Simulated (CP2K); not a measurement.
# C3HF3 (3,3,3-trifluoroprop-1-yne): a chain of runs

We compute a series of 8 runs (revPBE/DZVP-MOLOPT-SR-GTH) of C3HF3. The setting varied is the cutoff. 

Program for the calculation: CP2K 2026.2.

8 further runs of the same task are left out: 8 set aside as unsound or not needed.

**1. The system as given**

C3HF3 has 7 atoms, charge 0, and is taken as a singlet. SMILES: `C#CC(F)(F)F`. Geometry: relaxed at GFN2-xTB.

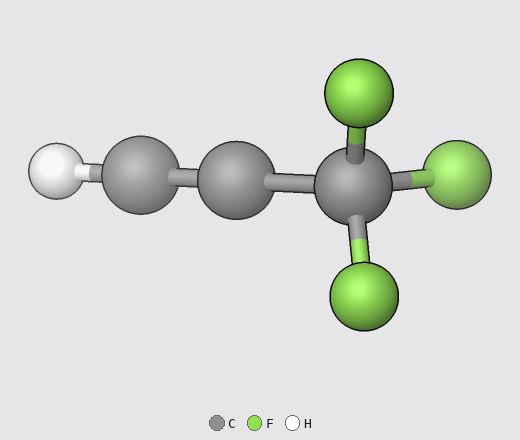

The structure, seen from a chosen angle (carbon grey, fluorine green, hydrogen white).

**2. Energy and forces at revPBE/DZVP-MOLOPT-SR-GTH (core potential) (run 1)**

Input file job.inp:

```
&GLOBAL
 PROJECT_NAME job
 RUN_TYPE ENERGY_FORCE
 PRINT_LEVEL MEDIUM
&END GLOBAL

&FORCE_EVAL
 METHOD QS
 &DFT
  BASIS_SET_FILE_NAME BASIS_MOLOPT
  POTENTIAL_FILE_NAME GTH_POTENTIALS
  ! Quickstep
  &QS
   METHOD GPW
   EPS_DEFAULT 1.0E-10
  &END QS
  &MGRID
   CUTOFF 350
   REL_CUTOFF 50
   NGRIDS 4
  &END MGRID
  ! cluster boundary conditions
  &POISSON
   PERIODIC NONE
   POISSON_SOLVER WAVELET
  &END POISSON
  ! SCF settings
  &SCF
   SCF_GUESS ATOMIC
   EPS_SCF 1.0E-06
   MAX_SCF 30
   &OT
    MINIMIZER DIIS
    PRECONDITIONER FULL_SINGLE_INVERSE
   &END OT
   &OUTER_SCF
    EPS_SCF 1.0E-06
    MAX_SCF 10
   &END OUTER_SCF
  &END SCF
  ! exchange and correlation
  &XC
   &XC_FUNCTIONAL
    &PBE
     PARAMETRIZATION REVPBE
    &END PBE
   &END XC_FUNCTIONAL
  &END XC
  &PRINT
   &MOMENTS
    PERIODIC F
    REFERENCE COM
    MAX_MOMENT 1
   &END MOMENTS
   &MO_CUBES
    NLUMO 1
    NHOMO -1
    WRITE_CUBE F
   &END MO_CUBES
   &HIRSHFELD OFF
   &END HIRSHFELD
  &END PRINT
 &END DFT
 &SUBSYS
  &CELL
   ABC 10.8 10.8 10.8
   PERIODIC NONE
  &END CELL
  &COORD
   SCALED T
   C    0.60787454   0.40336343   0.49476343
   C    0.52925972   0.48125046   0.49088287
   C    0.43324861   0.57604676   0.48658935
   F    0.32275046   0.52875324   0.45518750
   F    0.45937917   0.66474306   0.40366991
   F    0.41853935   0.63226713   0.59633009
   H    0.67724954   0.33525694   0.49769213
  &END COORD
  &KIND C
   BASIS_SET DZVP-MOLOPT-SR-GTH-q4
   POTENTIAL GTH-PBE-q4
  &END KIND
  &KIND F
   BASIS_SET DZVP-MOLOPT-SR-GTH-q7
   POTENTIAL GTH-PBE-q7
  &END KIND
  &KIND H
   BASIS_SET DZVP-MOLOPT-SR-GTH-q1
   POTENTIAL GTH-PBE-q1
  &END KIND
 &END SUBSYS
 &PRINT
  &FORCES ON
  &END FORCES
 &END PRINT
&END FORCE_EVAL
```

On the command line:

```console
OMP_NUM_THREADS=2 cp2k.psmp job.inp > job.out
```

The program printed:

```text
CP2K| version string:                                       CP2K version 2026.2
[...]
 GLOBAL| Method name                                                        CP2K
[...]
 GLOBAL| Run type                                                   ENERGY_FORCE
[...]
 DFT| Spin restricted Kohn-Sham (RKS) calculation                            RKS
 DFT| Multiplicity                                                             1
[...]
 DFT| Charge                                                                   0
[...]
 FUNCTIONAL| PBE:
 QS| Method:                                                                 GPW
[...]
 QS| Density cutoff [a.u.]:                                                175.0
[...]
 QS| Relative density cutoff [a.u.]:                                        25.0
[...]
                             - Atoms:                                          7
[...]
                             - Spherical basis functions:                     83
[...]
 Number of electrons:                                                         34
[...]
     1 OT DIIS     0.80E-01    2.1     0.18479542       -87.1425610777 -8.71E+01
[...]
     4 OT DIIS     0.80E-01    1.4     0.00000043       -90.3916282084 -2.28E-10
  *** SCF run converged in     4 steps ***
[...]
  Overlap energy of the core charge distribution:               0.00001754382412
  Self energy of the core charge distribution:               -234.35279590625362
  Core Hamiltonian energy:                                     67.50237897810530
  Hartree energy:                                              96.06637323863293
  Exchange-correlation energy:                                -19.60760206269379
  Total energy:                                               -90.39162820838504
[...]
                     Mulliken Population Analysis
 #  Atom  Element  Kind  Atomic population                           Net charge
       1     C        1          3.933047                              0.066953
       2     C        1          3.927961                              0.072039
       3     C        1          3.857710                              0.142290
       4     F        2          7.102225                             -0.102225
       5     F        2          7.102112                             -0.102112
       6     F        2          7.101522                             -0.101522
       7     H        3          0.975423                              0.024577
 # Total charge                             34.000000                 -0.000000
[...]
  Dipole moment [Debye]
    X=  0.1609620E+01 Y= -0.1580402E+01 Z=  0.7313184E-01  Total=      2.2569657
[...]
 HOMO - LUMO gap [eV] :    6.664869
 ENERGY| Total FORCE_EVAL ( QS ) energy [hartree]            -90.391628208414403
 FORCES| Atomic forces [hartree/bohr]
 FORCES|   Atom     x               y               z               |f|
 FORCES|      1  8.89848950E-03 -8.74347323E-03  4.12273986E-04   1.24820435E-02
 FORCES|      2 -1.52986658E-02  1.44103842E-02 -4.82933798E-04   2.10224065E-02
 FORCES|      3  9.60108548E-03 -9.93225094E-03  6.23681412E-04   1.38282114E-02
 FORCES|      4 -2.61755230E-02 -1.35837635E-02 -6.58398079E-03   3.02163108E-02
 FORCES|      5  8.81435650E-03  1.72160710E-02 -1.92294920E-02   2.72737849E-02
 FORCES|      6  1.11560119E-03  1.01803541E-02  2.57329276E-02   2.76959877E-02
 FORCES|      7  9.18630279E-03 -9.20198626E-03  5.12187536E-04   1.30125726E-02
 FORCES| Sum    -3.85835338E-03  3.45335304E-04  9.84663963E-04
 FORCES| Total atomic force                                       3.99696264E-03
[...]
```

It took 53 s on 2 threads of Intel Xeon Platinum 8488C (Sapphire Rapids), shared host; peak memory 0.85 GiB.

**3. The distorted shape: energy and forces at revPBE/DZVP-MOLOPT-SR-GTH (core potential) (run 2)**

Input file molecule.inp:

```
&FORCE_EVAL
    METHOD QS
    &DFT
        BASIS_SET_FILE_NAME BASIS_MOLOPT
        POTENTIAL_FILE_NAME GTH_POTENTIALS
        &QS
            METHOD GPW
            EPS_DEFAULT 1.0E-10
        &END QS
        &MGRID
            CUTOFF 350
            REL_CUTOFF 50
            NGRIDS 4
        &END MGRID
        &POISSON
            PERIODIC NONE
            POISSON_SOLVER WAVELET
        &END POISSON
        &SCF
            SCF_GUESS ATOMIC
            EPS_SCF 1.0E-06
            MAX_SCF 30
            &OT
                MINIMIZER DIIS
                PRECONDITIONER FULL_SINGLE_INVERSE
            &END OT
            &OUTER_SCF
                EPS_SCF 1.0E-06
                MAX_SCF 10
            &END OUTER_SCF
        &END SCF
        &XC
            &XC_FUNCTIONAL
                &PBE
                    PARAMETRIZATION REVPBE
                &END PBE
            &END XC_FUNCTIONAL
        &END XC
        &PRINT
            &MOMENTS
                PERIODIC F
                REFERENCE COM
                MAX_MOMENT 1
            &END MOMENTS
            &MO_CUBES
                NLUMO 1
                NHOMO -1
                WRITE_CUBE F
            &END MO_CUBES
            &HIRSHFELD OFF
            &END HIRSHFELD
        &END PRINT
    &END DFT
    &SUBSYS
        &CELL
            ABC 10.8 10.8 10.8
            PERIODIC NONE
        &END CELL
        &COORD
            SCALED T
            C    0.60787454   0.40336343   0.50025079
            C    0.52925972   0.48125046   0.49637023
            C    0.43324861   0.57604676   0.49207671
            F    0.32275046   0.52875324   0.46067486
            F    0.45937917   0.66474306   0.40915727
            F    0.42001037   0.62664472   0.59084273
            H    0.67724954   0.33525694   0.50317949
        &END COORD
        &KIND C
            BASIS_SET DZVP-MOLOPT-SR-GTH-q4
            POTENTIAL GTH-PBE-q4
        &END KIND
        &KIND F
            BASIS_SET DZVP-MOLOPT-SR-GTH-q7
            POTENTIAL GTH-PBE-q7
        &END KIND
        &KIND H
            BASIS_SET DZVP-MOLOPT-SR-GTH-q1
            POTENTIAL GTH-PBE-q1
        &END KIND
    &END SUBSYS
    &PRINT
        &FORCES ON
        &END FORCES
    &END PRINT
&END FORCE_EVAL

&GLOBAL
    PROJECT_NAME molecule
    RUN_TYPE ENERGY_FORCE
    PRINT_LEVEL MEDIUM
&END GLOBAL
```

On the command line:

```console
OMP_NUM_THREADS=2 cp2k.psmp molecule.inp > molecule.out
```

The program printed (excerpt; [...] marks lines left out):

```text
CP2K| version string:                                       CP2K version 2026.2
[...]
 GLOBAL| Method name                                                        CP2K
[...]
 GLOBAL| Run type                                                   ENERGY_FORCE
[...]
 DFT| Spin restricted Kohn-Sham (RKS) calculation                            RKS
 DFT| Multiplicity                                                             1
[...]
 DFT| Charge                                                                   0
[...]
 FUNCTIONAL| PBE:
 QS| Method:                                                                 GPW
[...]
 QS| Density cutoff [a.u.]:                                                175.0
[...]
 QS| Relative density cutoff [a.u.]:                                        25.0
[...]
                             - Atoms:                                          7
[...]
                             - Spherical basis functions:                     83
[...]
 Number of electrons:                                                         34
[...]
     1 OT DIIS     0.80E-01    2.0     0.18719060       -86.9601687144 -8.70E+01
[...]
     4 OT DIIS     0.80E-01    1.4     0.00000051       -90.3667006753 -3.31E-10
  *** SCF run converged in     4 steps ***
[...]
  Overlap energy of the core charge distribution:               0.00001769800518
  Self energy of the core charge distribution:               -234.35279590625362
  Core Hamiltonian energy:                                     67.91851527908325
  Hartree energy:                                              95.76672817445474
  Exchange-correlation energy:                                -19.69916592055799
  Total energy:                                               -90.36670067526843
[...]
                     Mulliken Population Analysis
 #  Atom  Element  Kind  Atomic population                           Net charge
       1     C        1          3.939865                              0.060135
       2     C        1          3.944968                              0.055032
       3     C        1          3.870987                              0.129013
       4     F        2          7.128005                             -0.128005
[...]
  Dipole moment [Debye]
    X=  0.1490176E+01 Y= -0.1251421E+01 Z=  0.6299430E+00  Total=      2.0453622
[...]
 HOMO - LUMO gap [eV] :    6.702331
 ENERGY| Total FORCE_EVAL ( QS ) energy [hartree]            -90.366700675312813
[...]
```

Run time: 53 s. Hardware: 2 threads of Intel Xeon Platinum 8488C (Sapphire Rapids), shared host; peak memory 0.85 GiB.

Runs 3 to 6 aren't shown in full; the table further down has their settings and results.

**4. Energy and gradient at revPBE/DZVP-MOLOPT-SR-GTH (core potential) (run 7)**

Input file run.inp:

```
&GLOBAL
  PROJECT run
  RUN_TYPE ENERGY_FORCE
  PRINT_LEVEL MEDIUM
&END
&FORCE_EVAL
  METHOD QS
  &DFT
    BASIS_SET_FILE_NAME BASIS_MOLOPT
    POTENTIAL_FILE_NAME GTH_POTENTIALS
    # Quickstep
    &QS
      METHOD GPW
      EPS_DEFAULT 1.0E-10
    &END
    &MGRID
      CUTOFF 800
      REL_CUTOFF 50
      NGRIDS 4
    &END
    # cluster boundary conditions
    &POISSON
      PERIODIC NONE
      POISSON_SOLVER WAVELET
    &END
    &SCF
      SCF_GUESS ATOMIC
      EPS_SCF 1.0E-06
      MAX_SCF 30
      &OT
        MINIMIZER DIIS
        PRECONDITIONER FULL_SINGLE_INVERSE
      &END
      &OUTER_SCF
        EPS_SCF 1.0E-06
        MAX_SCF 10
      &END
    &END
    # functional
    &XC
      &XC_FUNCTIONAL
        &PBE
          PARAMETRIZATION REVPBE
        &END
      &END
    &END
    # extra output
    &PRINT
      &MOMENTS
        PERIODIC F
        REFERENCE COM
        MAX_MOMENT 1
      &END
      &MO_CUBES
        NLUMO 1
        NHOMO -1
        WRITE_CUBE F
      &END
      &HIRSHFELD OFF
      &END
    &END
  &END
  &SUBSYS
    # vacuum box
    &CELL
      ABC 10.8 10.8 10.8
      PERIODIC NONE
    &END
    &COORD
      SCALED T
      C    0.60787454   0.40336343   0.49476343
      C    0.52925972   0.48125046   0.49088287
      C    0.43324861   0.57604676   0.48658935
      F    0.32275046   0.52875324   0.45518750
      F    0.45937917   0.66474306   0.40366991
      F    0.41853935   0.63226713   0.59633009
      H    0.67724954   0.33525694   0.49769213
    &END
    &KIND C
      BASIS_SET DZVP-MOLOPT-SR-GTH-q4
      POTENTIAL GTH-PBE-q4
    &END
    &KIND F
      BASIS_SET DZVP-MOLOPT-SR-GTH-q7
      POTENTIAL GTH-PBE-q7
    &END
    &KIND H
      BASIS_SET DZVP-MOLOPT-SR-GTH-q1
      POTENTIAL GTH-PBE-q1
    &END
  &END
  &PRINT
    &FORCES ON
    &END
  &END
&END
```

On the command line:

```console
OMP_NUM_THREADS=2 cp2k.psmp -i run.inp -o run.out
```

The program printed (excerpt; [...] marks lines left out):

```text
CP2K| version string:                                       CP2K version 2026.2
[...]
 GLOBAL| Method name                                                        CP2K
[...]
 GLOBAL| Run type                                                   ENERGY_FORCE
[...]
 DFT| Spin restricted Kohn-Sham (RKS) calculation                            RKS
 DFT| Multiplicity                                                             1
[...]
 DFT| Charge                                                                   0
[...]
 FUNCTIONAL| PBE:
 QS| Method:                                                                 GPW
[...]
 QS| Density cutoff [a.u.]:                                                400.0
[...]
 QS| Relative density cutoff [a.u.]:                                        25.0
[...]
                             - Atoms:                                          7
[...]
                             - Spherical basis functions:                     83
[...]
 Number of electrons:                                                         34
[...]
     1 OT DIIS     0.80E-01    8.1     0.18480304       -87.1407792605 -8.71E+01
[...]
     4 OT DIIS     0.80E-01    6.4     0.00000043       -90.3900217495 -2.28E-10
  *** SCF run converged in     4 steps ***
[...]
  Overlap energy of the core charge distribution:               0.00001754382412
  Self energy of the core charge distribution:               -234.35279590625362
  Core Hamiltonian energy:                                     67.50445187730656
  Hartree energy:                                              96.06479289406244
  Exchange-correlation energy:                                -19.60648815843159
  Total energy:                                               -90.39002174949208
[...]
                     Mulliken Population Analysis
 #  Atom  Element  Kind  Atomic population                           Net charge
       1     C        1          3.933119                              0.066881
       2     C        1          3.928075                              0.071925
       3     C        1          3.859055                              0.140945
       4     F        2          7.101824                             -0.101824
[...]
  Dipole moment [Debye]
    X=  0.1604503E+01 Y= -0.1577800E+01 Z=  0.7443104E-01  Total=      2.2515380
[...]
 HOMO - LUMO gap [eV] :    6.662974
 ENERGY| Total FORCE_EVAL ( QS ) energy [hartree]            -90.390021749521495
[...]
```

Run time: 3.8 min. Hardware: 2 threads of Intel Xeon Platinum 8488C (Sapphire Rapids), shared host; peak memory 2.4 GiB.

**5. The distorted shape: energy and forces at revPBE/DZVP-MOLOPT-SR-GTH (core potential) (run 8)**

Input file qs.inp:

```
&GLOBAL
  PROJECT qs
  RUN_TYPE ENERGY_FORCE
  PRINT_LEVEL MEDIUM
&END GLOBAL
&FORCE_EVAL
  METHOD QS
  &DFT
    BASIS_SET_FILE_NAME BASIS_MOLOPT
    POTENTIAL_FILE_NAME GTH_POTENTIALS
    CHARGE 0
    MULTIPLICITY 1
    &QS
      METHOD GPW
      EPS_DEFAULT 1.0E-10
    &END QS
    &MGRID
      CUTOFF 800
      REL_CUTOFF 50
      NGRIDS 4
    &END MGRID
    &POISSON
      PERIODIC NONE
      POISSON_SOLVER WAVELET
    &END POISSON
    &SCF
      SCF_GUESS ATOMIC
      EPS_SCF 1.0E-06
      MAX_SCF 30
      &OT ON
        MINIMIZER DIIS
        PRECONDITIONER FULL_SINGLE_INVERSE
      &END OT
      &OUTER_SCF
        EPS_SCF 1.0E-06
        MAX_SCF 10
      &END OUTER_SCF
    &END SCF
    &XC
      &XC_FUNCTIONAL
        &PBE
          PARAMETRIZATION REVPBE
        &END PBE
      &END XC_FUNCTIONAL
    &END XC
    &PRINT
      &MOMENTS
        PERIODIC F
        REFERENCE COM
        MAX_MOMENT 1
      &END MOMENTS
      &MO_CUBES
        NLUMO 1
        NHOMO -1
        WRITE_CUBE F
      &END MO_CUBES
      &HIRSHFELD OFF
      &END HIRSHFELD
    &END PRINT
  &END DFT
  &SUBSYS
    &CELL
      ABC [angstrom] 10.8 10.8 10.8
      PERIODIC NONE
    &END CELL
    &COORD
      SCALED T
      C    0.60787454   0.40336343   0.50025079
      C    0.52925972   0.48125046   0.49637023
      C    0.43324861   0.57604676   0.49207671
      F    0.32275046   0.52875324   0.46067486
      F    0.45937917   0.66474306   0.40915727
      F    0.42001037   0.62664472   0.59084273
      H    0.67724954   0.33525694   0.50317949
    &END COORD
    &KIND C
      BASIS_SET DZVP-MOLOPT-SR-GTH-q4
      POTENTIAL GTH-PBE-q4
    &END KIND
    &KIND F
      BASIS_SET DZVP-MOLOPT-SR-GTH-q7
      POTENTIAL GTH-PBE-q7
    &END KIND
    &KIND H
      BASIS_SET DZVP-MOLOPT-SR-GTH-q1
      POTENTIAL GTH-PBE-q1
    &END KIND
  &END SUBSYS
  &PRINT
    &FORCES ON
    &END FORCES
  &END PRINT
&END FORCE_EVAL
```

On the command line:

```console
OMP_NUM_THREADS=2 cp2k.psmp -i qs.inp > qs.out 2>&1
```

The program printed (excerpt; [...] marks lines left out):

```text
CP2K| version string:                                       CP2K version 2026.2
[...]
 GLOBAL| Method name                                                        CP2K
[...]
 GLOBAL| Run type                                                   ENERGY_FORCE
[...]
 DFT| Spin restricted Kohn-Sham (RKS) calculation                            RKS
 DFT| Multiplicity                                                             1
[...]
 DFT| Charge                                                                   0
[...]
 FUNCTIONAL| PBE:
 QS| Method:                                                                 GPW
[...]
 QS| Density cutoff [a.u.]:                                                400.0
[...]
 QS| Relative density cutoff [a.u.]:                                        25.0
[...]
                             - Atoms:                                          7
[...]
                             - Spherical basis functions:                     83
[...]
 Number of electrons:                                                         34
[...]
     1 OT DIIS     0.80E-01    7.9     0.18718602       -86.9586740376 -8.70E+01
[...]
     4 OT DIIS     0.80E-01    6.7     0.00000051       -90.3653497032 -3.29E-10
  *** SCF run converged in     4 steps ***
[...]
  Overlap energy of the core charge distribution:               0.00001769800518
  Self energy of the core charge distribution:               -234.35279590625362
  Core Hamiltonian energy:                                     67.91921229039507
  Hartree energy:                                              95.76633343865967
  Exchange-correlation energy:                                -19.69811722395771
  Total energy:                                               -90.36534970315138
[...]
                     Mulliken Population Analysis
 #  Atom  Element  Kind  Atomic population                           Net charge
       1     C        1          3.939906                              0.060094
       2     C        1          3.945050                              0.054950
       3     C        1          3.872077                              0.127923
       4     F        2          7.127937                             -0.127937
[...]
  Dipole moment [Debye]
    X=  0.1486520E+01 Y= -0.1248657E+01 Z=  0.6303418E+00  Total=      2.0411312
[...]
 HOMO - LUMO gap [eV] :    6.703073
 ENERGY| Total FORCE_EVAL ( QS ) energy [hartree]            -90.365349703195477
[...]
```

Wall time 3.7 min (2 threads of Intel Xeon Platinum 8488C (Sapphire Rapids), shared host); peak memory 2.4 GiB.

**6. All runs side by side**

```tsv
run	cutoff	partner	energy (Eh)	dipole moment (D)	HOMO energy (eV)	LUMO energy (eV)	wall time
1	350	base	-90.391628	2.26	-7.90	-1.24	53 s
2	350	C3–F6 1.21 Å	-90.366701	2.05	-7.76	-1.05	53 s
3	450	base	-90.390547	2.25	-7.90	-1.24	89 s
4	450	C3–F6 1.21 Å	-90.365732	2.04	-7.75	-1.05	89 s
5	600	base	-90.390232	2.25	-7.90	-1.24	2 min
6	600	C3–F6 1.21 Å	-90.365437	2.04	-7.75	-1.05	2 min
7	800	base	-90.390022	2.25	-7.90	-1.24	3.8 min
8	800	C3–F6 1.21 Å	-90.365350	2.04	-7.75	-1.05	3.7 min
```

Convergence of the total energy of singlet C3HF3 with the cutoff, against the last point:

```tsv
cutoff	from the last (mEh)	wall time
350 Ry	-1.606	53 s
450 Ry	-0.526	89 s
600 Ry	-0.211	2 min
800 Ry	+0.000	3.8 min
```

Convergence of the dipole moment of singlet C3HF3 with the cutoff, against the last point:

```tsv
cutoff	from the last (D)	wall time
350 Ry	+0.0054	53 s
450 Ry	+0.0010	89 s
600 Ry	+0.0004	2 min
800 Ry	+0.0000	3.8 min
```

**7. Outcome**

```
                                                                             quantity         value
                                                 distorted shape, run 8: total energy  -90.36535 Eh
                                                distorted shape, run 8: dipole moment        2.04 D
                                                  distorted shape, run 8: HOMO energy      -7.75 eV
                                                  distorted shape, run 8: LUMO energy      -1.05 eV
                                                distorted shape, run 8: HOMO–LUMO gap       6.70 eV
                                     distorted shape, run 8: largest force on an atom    9.649 eV/Å
energy change with the C3–F6 bond shortened from 1.341 to 1.207 Å (run 1, cutoff 350)      0.678 eV
energy change with the C3–F6 bond shortened from 1.341 to 1.207 Å (run 3, cutoff 450)      0.675 eV
energy change with the C3–F6 bond shortened from 1.341 to 1.207 Å (run 5, cutoff 600)      0.675 eV
energy change with the C3–F6 bond shortened from 1.341 to 1.207 Å (run 7, cutoff 800)      0.671 eV
```

What this shows: For the total energy of singlet C3HF3 to stay within 1 mEh of the last point, 450 Ry is the first point of the series from which all later ones do (89 s against 3.8 min). For the dipole moment of singlet C3HF3 to stay within 0.005 D of the last point, 450 Ry is the first point of the series from which all later ones do (89 s against 3.8 min). All runs together took 16 min, the longest 3.8 min.
